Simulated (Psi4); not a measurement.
**UHF/3-21G run of GaH2O2 (SMILES [OH][Ga][OH])**

What is the vertical ionisation energy of GaH2O2 at UHF/3-21G? 

The calculation is run with Psi4 1.11.

## (1) The molecule

GaH2O2 has 5 atoms, charge 0, and is taken as a doublet. As SMILES, `[OH][Ga][OH]`. The coordinates come from a PBE0-D4/def2-TZVP relaxation. This is one conformer, not always the lowest.

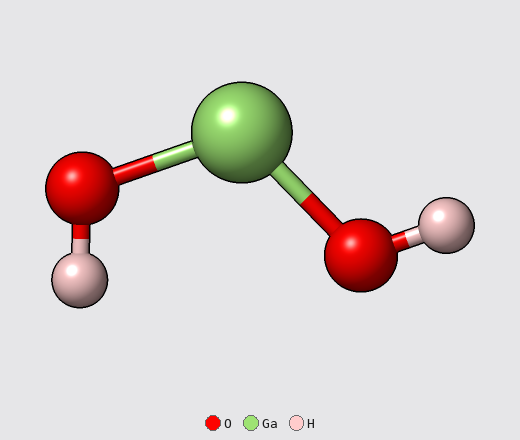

The structure, seen from a chosen angle (oxygen red, gallium green, hydrogen pink).

## (2) Energy and forces at UHF/3-21G

Input file input.json:

```json
{
 "schema_name": "qcschema_input",
 "schema_version": 1,
 "molecule": {
  "schema_name": "qcschema_molecule",
  "schema_version": 2,
  "symbols": ["O", "Ga", "O", "H", "H"],
  "geometry": [-0.7003325, 0.04081808, -2.40826697, -0.58902763, -1.42447555, 0.66820716, 1.16822869, 0.29271858, 3.00674324, -1.63914844, -0.87796676, -3.65945464, 1.85476619, 1.82963283, 2.31434758],
  "molecular_charge": 0,
  "molecular_multiplicity": 2,
  "fix_symmetry": "c1"
 },
 "driver": "gradient",
 "model": {
  "method": "hf",
  "basis": "3-21G"
 },
 "keywords": {
  "reference": "uhf",
  "puream": true,
  "e_convergence": 1e-09,
  "d_convergence": 1e-08,
  "scf_type": "pk",
  "maxiter": 100,
  "scf_properties": ["MULLIKEN_CHARGES", "QUADRUPOLE", "WIBERG_LOWDIN_INDICES"]
 }
}
```

On the command line:

```
$ psi4 --qcschema input.json -n 1 --memory 2200MB
```

stdout:

```text
[...]
  Running in c1 symmetry.
[...]
  Nuclear repulsion =  182.431292315846804
[...]
  Multiplicity = 2
[...]
  Nalpha       = 25
  Nbeta        = 24
[...]
    Number of basis functions: 44
[...]
   @UHF iter   1: -2063.59619629105373   -4.88536e+00   1.65761e-02 DIIS/ADIIS
[...]
   @UHF iter  15: -2063.94121796509535    0.00000e+00   9.57638e-09 DIIS
[...]
   @S^2 Observed:                7.557370799E-01
[...]
    Orbital Energies [Eh]
    ---------------------
    Alpha Occupied:
       1A   -376.450426     2A    -47.979772     3A    -42.238802
       4A    -42.238429     5A    -42.236723     6A    -20.420283
       7A    -20.411261     8A     -6.366801     9A     -4.442240
      10A     -4.440521    11A     -4.435780    12A     -1.298357
      13A     -1.286106    14A     -1.122361    15A     -1.121340
      16A     -1.120551    17A     -1.113376    18A     -1.106513
      19A     -0.651623    20A     -0.616840    21A     -0.527578
      22A     -0.478566    23A     -0.475529    24A     -0.446593
      25A     -0.327068
    Alpha Virtual:
[...]
  @UHF Final Energy: -2063.94121796509535
   => Energetics <=
    Nuclear Repulsion Energy =            182.4312923158468038
    One-Electron Energy =               -3246.5546453347396891
    Two-Electron Energy =                1000.1821350537976514
    Total Energy =                      -2063.9412179650953476
  UHF NO Occupations:
  HONO-2 :   23  A 1.9995643
  HONO-1 :   24  A 1.9979830
[...]
 Multipole Moments:
 ------------------------------------------------------------------------------------
     Multipole            Electronic (a.u.)      Nuclear  (a.u.)        Total (a.u.)
 ------------------------------------------------------------------------------------
 L = 1.  Multiply by 2.5417464519 to convert [e a0] to [Debye]
 Dipole X            :         -1.8654067            1.3598249           -0.5055818
 Dipole Y            :         -3.7586649            3.2045837           -0.5540812
 Dipole Z            :          1.1191564           -1.6796047           -0.5604483
 Magnitude           :                                                    0.9363339
 L = 2.  Multiply by 1.3450342976 to convert [e a0^2] to [Debye ang]
 Quadrupole XX       :        -46.2812778           27.5881641          -18.6931137
 Quadrupole XY       :        -21.0944831           21.6077278            0.5132446
[...]
  Mulliken Charges: (a.u.)
   Center  Symbol    Alpha    Beta     Spin     Total
       1     O     4.47758  4.35674  0.12085 -0.83432
       2    GA    15.47050 14.62257  0.84794  0.90693
       3     O     4.43431  4.40098  0.03332 -0.83529
       4     H     0.29911  0.31500 -0.01588  0.38589
       5     H     0.31849  0.30471  0.01378  0.37679
   Total alpha = 25.00000, Total beta = 24.00000, Total charge =  0.00000
  Wiberg Bond Indices using Orthogonal Lowdin Orbitals:
  Total Bond Index:
[...]
  -Total Gradient:
     Atom            X                  Y                   Z
    ------   -----------------  -----------------  -----------------
       1       -0.001921035553     0.015888588232    -0.035604801856
       2       -0.013615819954    -0.024825165666     0.003342282788
       3        0.020117228772     0.018341233901     0.029185765595
       4        0.001881502132    -0.001217027645     0.008183825912
       5       -0.006461875422    -0.008187628849    -0.005107072433
[...]
```

The result, in JSON:

```text
{
 "driver": "gradient",
 "model": {
  "method": "hf",
  "basis": "3-21G"
 },
 "success": true,
 "return_result": [-0.0019210355530314693, 0.015888588232392753, -0.03560480185649682, -0.013615819954010122, -0.024825165665516097, 0.003342282788002946, 0.02011722877233791, 0.018341233901069287, 0.029185765594831603, 0.0018815021316038183, -0.0012170276445598593, 0.00818382591238942, -0.006461875422029972, -0.008187628848867201, -0.005107072433321785],
 "properties": {
  "calcinfo_nbasis": 44,
  "calcinfo_nmo": 44,
  "calcinfo_nalpha": 25,
  "calcinfo_nbeta": 24,
  "calcinfo_natom": 5,
  "nuclear_repulsion_energy": 182.4312923158468,
  "return_energy": -2063.9412179650953,
  "return_gradient": [-0.0019210355530314693, 0.015888588232392753, -0.03560480185649682, -0.013615819954010122, -0.024825165665516097, 0.003342282788002946, 0.02011722877233791, 0.018341233901069287, 0.029185765594831603, 0.0018815021316038183, -0.0012170276445598593, 0.00818382591238942, -0.006461875422029972, -0.008187628848867201, -0.005107072433321785],
  "scf_one_electron_energy": -3246.5546453347397,
  "scf_two_electron_energy": 1000.1821350537977,
  "scf_dipole_moment": [-0.5055817746219196, -0.5540812350007887, -0.5604482666004216],
  "scf_total_energy": -2063.9412179650953,
  "scf_total_gradient": [-0.0019210355530314693, 0.015888588232392753, -0.03560480185649682, -0.013615819954010122, -0.024825165665516097, 0.003342282788002946, 0.02011722877233791, 0.018341233901069287, 0.029185765594831603, 0.0018815021316038183, -0.0012170276445598593, 0.00818382591238942, -0.006461875422029972, -0.008187628848867201, -0.005107072433321785],
  "scf_iterations": 15
 }
}
```

It took 3 s on 1 thread of Intel Xeon Platinum 8259CL at 2.50GHz (Skylake/Cascade Lake), shared host; peak memory 0.2 GiB.

## (3) The singlet cation at the same level

Input file job.in:

```
memory 2.2 GB

molecule {
  1 1
  O
  Ga 1 r2
  O 2 r3 1 a3
  H 1 r4 2 a4 3 d4
  H 3 r5 2 a5 1 d5

  r2 = 1.804189
  r3 = 1.794953
  a3 = 114.92572
  r4 = 0.959988
  a4 = 114.93381
  d4 = 179.95981
  r5 = 0.963168
  a5 = 111.13841
  d5 = 0.04549
  symmetry c1
}

set {
  basis         3-21G
  puream        true
  e_convergence 1e-09
  d_convergence 1e-08
  scf_type      pk
}

e, wfn = gradient('hf', return_wfn=True)
oeprop(wfn, 'MAYER_INDICES', 'LOWDIN_CHARGES', 'WIBERG_LOWDIN_INDICES')
```

On the command line:

```
$ psi4 job.in job.out -n 1
```

job.out:

```text
[...]
  Running in c1 symmetry.
[...]
  Nuclear repulsion =  182.431293600732971
[...]
  Multiplicity = 1
[...]
  Nalpha       = 24
  Nbeta        = 24
[...]
    Number of basis functions: 44
[...]
   @RHF iter   1: -2063.36282299272898   -4.65199e+00   1.63911e-02 DIIS/ADIIS
[...]
   @RHF iter  13: -2063.63201365688565   -9.09495e-13   4.70888e-09 DIIS
[...]
    Orbital Energies [Eh]
    ---------------------
    Doubly Occupied:
       1A   -376.791292     2A    -48.317129     3A    -42.577491
       4A    -42.576657     5A    -42.574712     6A    -20.709226
       7A    -20.660769     8A     -6.695327     9A     -4.770646
      10A     -4.770066    11A     -4.765899    12A     -1.560207
      13A     -1.530245    14A     -1.452592    15A     -1.451922
      16A     -1.447237    17A     -1.432301    18A     -1.422913
      19A     -0.901879    20A     -0.848306    21A     -0.743853
      22A     -0.739432    23A     -0.691362    24A     -0.688572
[...]
  @RHF Final Energy: -2063.63201365688565
   => Energetics <=
    Nuclear Repulsion Energy =            182.4312936007329711
    One-Electron Energy =               -3231.8865414478664206
    Two-Electron Energy =                 985.8232341902478311
    Total Energy =                      -2063.6320136568856469
[...]
 Multipole Moments:
 ------------------------------------------------------------------------------------
     Multipole            Electronic (a.u.)      Nuclear  (a.u.)        Total (a.u.)
 ------------------------------------------------------------------------------------
 L = 1.  Multiply by 2.5417464519 to convert [e a0] to [Debye]
 Dipole X            :         -0.0001166            0.0001009           -0.0000157
 Dipole Y            :          4.5575241           -2.6126430            1.9448811
 Dipole Z            :          2.8690643           -2.8484463            0.0206180
 Magnitude           :                                                    1.9449904
[...]
  -Total Gradient:
     Atom            X                  Y                   Z
    ------   -----------------  -----------------  -----------------
       1        0.000005620472    -0.026982237803    -0.074211866378
       2       -0.000006923203     0.088799151727     0.044109051888
       3        0.000008454008    -0.069787050431     0.000762864955
       4        0.000003114109    -0.005359041853     0.024516136410
       5       -0.000010265386     0.013329178384     0.004823813142
[...]
```

It took 3.3 s on 1 thread of Intel Xeon Platinum 8259CL at 2.50GHz (Skylake/Cascade Lake), shared host; peak memory 0.2 GiB.

## (4) Outcome

At UHF/3-21G:

| quantity | value |
| --- | --- |
| doublet GaH2O2: total energy | -2063.94122 Eh |
| doublet GaH2O2: dipole moment | 2.38 D |
| doublet GaH2O2: HOMO energy (highest over α and β) | -8.90 eV |
| doublet GaH2O2: LUMO energy (lowest over α and β) | 0.44 eV |
| doublet GaH2O2: ⟨S²⟩ | 0.756 |
| doublet GaH2O2: largest force on an atom | 2.052 eV/Å |
| singlet cation: total energy | -2063.63201 Eh |
| singlet cation: HOMO energy | -18.74 eV |
| singlet cation: LUMO energy | -7.90 eV |
| singlet cation: HOMO–LUMO gap | 10.84 eV |
| singlet cation: largest force on an atom | 5.099 eV/Å |
| vertical ionisation energy (to the singlet cation) | 8.414 eV |

What this shows: The vertical ionisation energy comes to 8.41 eV (812 kJ/mol). The largest force (doublet GaH2O2) is 2.05 eV/Å: the shape isn't a stationary point for this species at this level. Only the singlet of the ionised species was computed; a triplet could lie lower. Mulliken charges (doublet GaH2O2) run from -0.84 on O3 to +0.91 on Ga2.
